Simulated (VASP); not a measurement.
Energy against volume of MgSe (rock salt). Calculation: PBE GGA with D3 dispersion (zero damping), VASP's PBE PAW potentials (set 64) (plane waves; VASP).

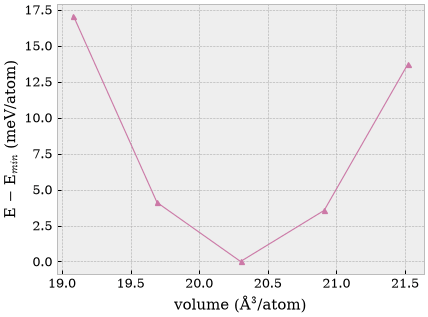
*Energy against volume*

**Question.** Estimate the equilibrium volume and the bulk modulus.

**Answer.** The minimum lies near 20.3 Å³/atom, and the curvature gives B0 of about 67 GPa.

Measured: a 5.460 Å (computed value off by -0.1 %), as given by M J Lucero et al., Journal of Physics Condensed Matter (2012), arXiv:1111.4515. The calculation is for a static lattice, while the measured a holds thermal and zero-point effects, which are part of the difference.

The compound is MgSe in the rock salt structure. It was relaxed first.
